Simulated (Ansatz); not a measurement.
**Converging the k-point mesh: VMo (Cmm2, 2 atoms in the cell)**

```xyz
2
Lattice="1.5296 -2.2129 0.0000 1.5296 2.2129 0.0000 0.0000 0.0000 4.2079" Properties=species:S:1:pos:R:3 pbc="T T T"
V      1.5296     0.0000     2.1539
Mo     0.0000     0.0000     0.0000
```

Method of the run: LDA (PW92), default PAW files made with PBE (plane waves; Ansatz, a quantum-chemistry and plane-wave program).

Base settings: basis.ecutwfc = 420 eV; kpoints.mp_grid.grid = 13 13 8; hamiltonian.xc = lda; hamiltonian.pseudopotentials = {kind: paw} (the program's default PAW files); scf.occupations.method = gaussian; scf.occupations.width = 0.1 eV.

The second cell is the first with its lattice scaled by 0.98.

Only quantities that move along the ladder and can be compared are tabulated.

The count of work is k-points × plane waves × bands × iterations; it is no time. Core times come from one kind of shared machine, to one figure; runs under 30 s give none.

The starting cell comes from a database of computed structures (which also holds hypothetical and non-ambient phases and stackings), without a prior relaxation at this level. Its lattice was rescaled by up to half a per cent. One atom was moved a little off its site on purpose. Spin polarisation is off. In the base run, with a pressure of about -7 GPa the cell is away from its equilibrium volume at this level. Ansatz's pressure includes its estimate of the finite-basis (Pulay) stress.

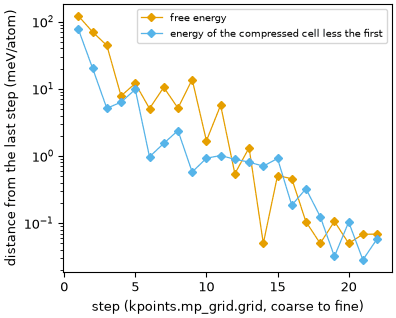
Figure. Distance from the last step along the ladder; very small values are drawn at a floor.

```csv
kpoints.mp_grid.grid,free energy less the last step's (meV/atom),energy of the compressed cell less the first (meV/atom),pressure (GPa),largest difference of a force vector from the last step's (eV/Å),count of work / last,core time / last (rough)
2 2 2,-121.54,-78.98,-20.36,0.182,0.0011,–
3 3 2,70.13,18.19,-4.01,0.623,0.0015,–
4 4 2,-44.17,3.11,-7.04,0.075,0.0021,–
4 4 3,7.83,4.33,-6.72,0.064,0.0021,–
5 5 3,12.03,-11.80,-9.27,0.098,0.0027,–
6 6 4,5.08,-1.04,-7.36,0.013,0.0058,–
7 7 4,-10.51,-3.55,-7.90,0.049,0.0071,–
8 8 5,5.16,0.38,-7.33,0.009,0.0093,–
9 9 6,13.75,-1.43,-7.39,0.004,0.015,–
10 10 6,-1.68,-1.08,-7.51,0.007,0.018,–
11 11 7,-5.70,-3.03,-7.84,0.005,0.021,–
12 12 8,0.54,-1.12,-7.49,0.004,0.032,–
13 13 8,1.32,-1.20,-7.49,0.001,0.036,–
14 14 8,-0.02,-2.72,-7.73,0.002,0.042,–
15 15 9,-0.51,-2.93,-7.76,0.006,0.047,–
17 17 10,0.46,-1.83,-7.61,0.013,0.072,–
19 19 11,-0.10,-2.34,-7.68,0.006,0.089,–
23 23 14,0.00,-2.14,-7.65,0.001,0.17,0.2
25 25 15,-0.11,-2.04,-7.64,0.002,0.20,0.1
28 28 17,-0.03,-2.11,-7.64,0.002,0.28,0.3
31 31 19,0.07,-2.04,-7.64,0.002,0.38,0.4
35 35 21,0.07,-2.07,-7.63,0.000,0.53,0.4
43 43 26,0.00,-2.01,-7.64,0.000,1.0,1
```

Coarsest kpoints.mp_grid.grid that holds the forces within 0.02 eV/Å of the last step, with all finer ones: 8 8 5, at 0.0093 of the last step's count of work; the step before is off by 0.049 eV/Å.

Coarsest kpoints.mp_grid.grid that holds the energy of the compressed cell less the first within 2 meV/atom of the last step, with all finer ones: 9 9 6, at 0.015 of the last step's count of work; the step before is off by 2.4 meV/atom.

Coarsest kpoints.mp_grid.grid that holds the pressure within 1 GPa of the last step, with all finer ones: 6 6 4, at 0.0058 of the last step's count of work; the step before is off by 1.6 GPa.

The energy difference between the two cells stays within 1 meV/atom of the last step's from 12 12 8 on, the total only from 14 14 8 on: much of the error is common to both cells and cancels.

Two neighbours can agree and both be off: 12 12 8 and 13 13 8 differ by 0.08 meV/atom in the energy of the compressed cell less the first, yet lie about 0.81 meV/atom from the last step.

Keys are those of Ansatz 0.2.
